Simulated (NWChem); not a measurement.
# C3H6F2 (1,3-difluoropropane) at B3LYP/def2-SVP

What is the electronic atomisation energy of C3H6F2 (1,3-difluoropropane) at B3LYP/def2-SVP? 

The calculation is run with NWChem 7.3.0.

4 further runs of the same task are left out: 1 that didn't finish, 3 set aside as unsound or not needed.

### 1 Starting point

C3H6F2: 11 atoms, total charge 0, spin state singlet. As SMILES, `FCCCF`. Geometry: relaxed at PBE0-D4/def2-TZVP. This is one conformer, not always the lowest.

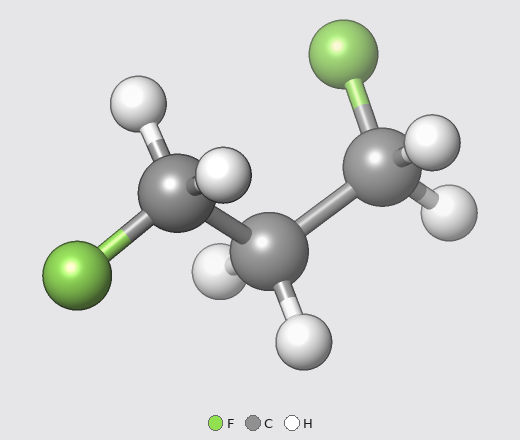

Viewed from a chosen angle; fluorine green, carbon grey, hydrogen white.

### 2 A single-point energy at B3LYP/def2-SVP (run 1)

m1.nw reads:

```
echo
start m1
title "C3H6F2 energy"
memory stack 880 mb heap 220 mb global 1100 mb

geometry units bohr noautosym nocenter noautoz
 F  -3.71217800  2.70741062 -0.20238967
 C  -1.35172110  1.89104893  0.56805167
 C  -0.70864730 -0.56465017 -0.73283579
 C   1.82831003 -1.58396844  0.06557350
 F   3.73334293  0.07596699 -0.62587729
 H  -1.40690110  1.65407728  2.62407370
 H   0.01511781  3.36711401  0.10223418
 H  -0.73359168 -0.29158474 -2.78092096
 H  -2.15069730 -1.97703147 -0.27797871
 H   1.93923695 -1.82944386  2.11800504
 H   2.21740463 -3.39772757 -0.84262888
end

basis "ao basis" spherical bse
 * library def2-SVP
end

dft
 xc b3lyp
 grid lebedev 99 14
 convergence energy 1e-08
 iterations 100
 mulliken
 noprint "final vectors analysis"
end

task dft
```

Launch:

```console
$ nwchem m1.nw > m1.out
```

The program printed:

```text
[...]
          Wavefunction type:  closed shell.
          No. of atoms     :    11
          No. of electrons :    42
[...]
          Charge           :     0
          Spin multiplicity:     1
[...]
          AO basis - number of functions:   100
[...]
              XC Information
              --------------
                         B3LYP Method XC Potential
                     Hartree-Fock (Exact) Exchange  0.200
                        Slater Exchange Functional  0.800 local
                    Becke 1988 Exchange Functional  0.720 non-local
              Lee-Yang-Parr Correlation Functional  0.810
                  VWN I RPA Correlation Functional  0.190 local
[...]
 d= 0,ls=0.0,diis     1   -317.2731591315 -5.02D+02  1.53D-02  7.81D-01     3.3
[...]
 d= 0,ls=0.0,diis    10   -317.3629320996 -5.83D-10  7.05D-08  1.14D-10    32.1
         Total DFT energy =     -317.362932099582
      One electron energy =     -802.531265913912
           Coulomb energy =      340.146461582850
    Exchange-Corr. energy =      -39.481656765954
 Nuclear repulsion energy =      184.503528997434
[...]
      Total Density - Mulliken Population Analysis
     ---------------------------------------------
    Atom       Charge   Shell Charges
 -----------   ------   -------------------------------------------------------
    1 F    9     9.28   1.99  1.13  0.80  3.35  2.00  0.01
    2 C    6     5.72   1.99  0.93  0.09  2.04  0.60  0.07
    3 C    6     6.05   1.98  0.92  0.11  2.16  0.84  0.04
    4 C    6     5.73   1.99  0.93  0.09  2.04  0.61  0.07
    5 F    9     9.28   1.99  1.13  0.80  3.35  2.00  0.01
    6 H    1     1.00   0.77  0.21  0.02
    7 H    1     0.99   0.76  0.20  0.02
    8 H    1     0.97   0.75  0.20  0.02
    9 H    1     0.98   0.75  0.21  0.02
   10 H    1     1.00   0.77  0.21  0.02
[...]
```

Run time: 33 s. Hardware: 1 thread of Intel Xeon Platinum 8375C at 2.90GHz (Ice Lake), shared host; peak memory 0.12 GiB.

### 3 The C atom at the same level (run 2)

a.nw reads:

```
start a
memory 2200 mb
charge 0

geometry units angstroms noautosym nocenter noautoz
   C      0.000000     0.000000     0.000000
end

basis spherical bse
   * library def2-SVP
end

dft
   xc b3lyp
   mult 3
   grid lebedev 99 14
   convergence energy 1e-08
   maxiter 100
   mulliken
   noprint "final vectors analysis"
end

task dft energy
```

Run the same way, it converges to -37.81406 Eh (log not shown).

Run 3 isn't shown in full; the table further down has it.

### 4 The H atom at the same level (run 4)

h.nw reads:

```
start h
memory total 2200 mb
charge 0
geometry units au noautosym nocenter noautoz
H    0.00000000   0.00000000   0.00000000
end
basis spherical bse
* library def2-SVP
end
dft
xc b3lyp
mult 2
grid lebedev 99 14
convergence energy 1e-08
iterations 100
mulliken
noprint "final vectors analysis"
end
task dft energy
```

Launch:

```console
$ nwchem h.nw > h.out
```

The program printed:

```text
[...]
          Wavefunction type:  spin polarized.
          No. of atoms     :     1
          No. of electrons :     1
[...]
          Charge           :     0
          Spin multiplicity:     2
[...]
          AO basis - number of functions:     5
[...]
              XC Information
              --------------
                         B3LYP Method XC Potential
                     Hartree-Fock (Exact) Exchange  0.200
                        Slater Exchange Functional  0.800 local
                    Becke 1988 Exchange Functional  0.720 non-local
              Lee-Yang-Parr Correlation Functional  0.810
                  VWN I RPA Correlation Functional  0.190 local
[...]
 d= 0,ls=0.0,diis     1     -0.5012499882 -5.01D-01  1.21D-03  1.05D-05     0.1
[...]
  Singularity in Pulay matrix. Error and Fock matrices removed.
 d= 0,ls=0.0,diis     3     -0.5012588522 -1.55D-06  2.42D-06  3.44D-11     0.2
[...]
  Singularity in Pulay matrix. Error and Fock matrices removed.
 d= 0,ls=0.0,diis     4     -0.5012588523 -2.37D-11  1.76D-07  2.11D-13     0.2
[...]
         Total DFT energy =       -0.501258852250
      One electron energy =       -0.499271448942
           Coulomb energy =        0.311465270856
    Exchange-Corr. energy =       -0.313452674164
 Nuclear repulsion energy =        0.000000000000
[...]
      Total Density - Mulliken Population Analysis
     ---------------------------------------------
    Atom       Charge   Shell Charges
 -----------   ------   -------------------------------------------------------
    1 H    1     1.00   0.54  0.46  0.00
     --------------------------------------------
      Spin Density - Mulliken Population Analysis
     --------------------------------------------
    Atom       Charge   Shell Charges
 -----------   ------   -------------------------------------------------------
    1 H    1     1.00   0.54  0.46  0.00
[...]
      <S2> =      0.7500 (Exact =     0.7500)
[...]
```

Run time: 0.81 s. Hardware: 1 thread of Intel Xeon Platinum 8375C at 2.90GHz (Ice Lake), shared host; peak memory 0.1 GiB.

### 5 All runs side by side

```
run            level  partner  energy (Eh)  wall time
  1   B3LYP/def2-SVP     base  -317.362932       33 s
  2  UB3LYP/def2-SVP    atoms   -37.814061     0.95 s
  3  UB3LYP/def2-SVP    atoms   -99.640475     0.93 s
  4  UB3LYP/def2-SVP    atoms    -0.501259     0.81 s
```

### 6 Outcome

At B3LYP/def2-SVP:

| quantity | value |
| --- | --- |
| H atom: total energy | -0.50126 Eh |
| H atom: ⟨S²⟩ | 0.750 |
| electronic atomisation energy | 44.416 eV |

Taking the molecule apart into free atoms costs 44.42 eV (1024 kcal/mol), before zero-point energy and without spin-orbit coupling. All runs together took 35 s, the longest 33 s.
